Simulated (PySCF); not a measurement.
Molecule: CH₆BFSi, SMILES B[SiH2]CF. Atoms near the plane z = 0.0 Å, at the PBE/def2-SVP optimised geometry (x, y, z in Å): Si2 (0.9, 0.0, 0.0), C3 (-1.0, 0.0, 0.0), F4 (-1.4, 1.4, 0.0), H7 (1.4, -1.4, -0.2), H9 (-1.4, -0.5, 0.9), H10 (-1.4, -0.5, -0.9).

Computed with PySCF with PBE/def2-TZVP. Cells within 0.4 Å of a nucleus heavier than hydrogen are left out (blank, or x). The values are rescaled to run from 0 to 1.

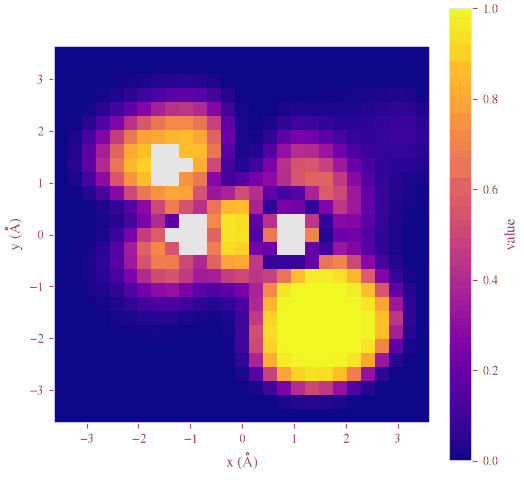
*a field on the plane z = 0.0 Å.*

### Question
Which quantity is mapped?
(A) deformation density (molecule minus spherical neutral atoms)
(B) electrostatic potential
(C) log10 of the electron density
(D) electron localisation function

### Answer
D, electron localisation function
